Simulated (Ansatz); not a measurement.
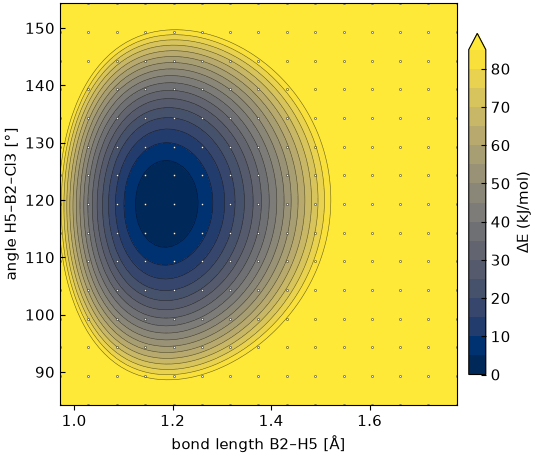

BClH2O, SMILES OBCl. 
- The first coordinate is: bond length B2–H5; the second: angle H5–B2–Cl3.
- Nothing is relaxed (all other coordinates rigid).
- The scan uses a 15 × 15 grid.
- Points are written as (first, second).
- All energies are given in kJ/mol relative to the relaxed molecule at the same level.
- The restricted reference is unstable at some or all points, so the energies there are unreliable.
- Computed with RHF-MP2, frozen core/def2-TZVP in Ansatz 0.2.0.

The picture shows filled contours, dots at the grid points, one colour for all values above the top of the scale. Between grid points the surface is interpolated.

### Where is the minimum, and how stiff is the well along each coordinate?

The interpolated minimum is at bond length B2–H5 ≈ 1.185 Å, angle H5–B2–Cl3 ≈ 119.3°. The curvatures there are about 26 eV/Å² and 5.9 eV/rad², with a cross term of about 0 eV/(Å·rad). Round the minimum the two coordinates are nearly uncoupled. (1 eV is 96.5 kJ/mol.)
